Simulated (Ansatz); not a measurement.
We consider quartz-high SiO2 (high-temperature phase), described by rVV10 (Ansatz, an electronic-structure program, plane waves, PAW).

Settings: plane-wave cutoff 520 eV, 12×12×6 k mesh (along the axes of the cell as run), Fermi–Dirac smearing 0.01 eV, scalar-relativistic PAW data made under PBE.

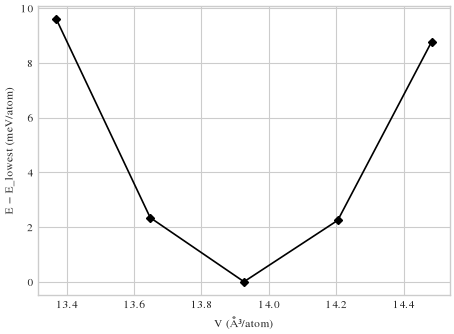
Figure: Total energy against volume

Problem. From the curve, estimate the equilibrium volume and the bulk modulus.

Solution. V0 ≈ 13.9 Å³/atom and B0 ≈ 130 GPa; the fit gives V0 = 13.926 Å³/atom, B0 = 132 GPa, B′ = 2.4.

Shape and atoms are relaxed at each volume.

Note: symmetry holds this phase in the static calculation, where it need not be a minimum; held by symmetry at 0 K, a high-temperature phase can be a saddle point; the volume lies 5 % above that of the published cell; the bulk modulus comes from volumes at which shape and atoms were relaxed.

Static lattice: no zero-point or thermal effects.
